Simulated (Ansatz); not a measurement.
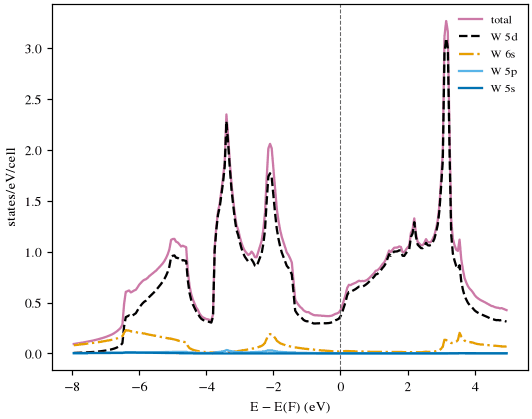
Fig. 1. Total and projected density of states of W (bcc (W type), Im-3m), DFT-LDA in the program Ansatz with PAW potentials

Question: Which orbitals carry the states next to the Fermi level?

Answer: Within 0.5 eV of the Fermi level: W 5d 87 %, outside the projected shells 8 %. Projections are on Löwdin-orthogonalised atomic valence shells; empty p or d shells of many metals are not among them.

Question: Where is the tallest occupied peak in this window, and what makes it?

Answer: Near -3.4 eV, about 2.3 states/eV per cell; the largest projected share is W 5d.

The cell was relaxed with LDA under the symmetry of its start. No spin polarisation was allowed. Spin–orbit coupling is left out wherever it is not named.

Potentials: the later of the program's two PAW sets.
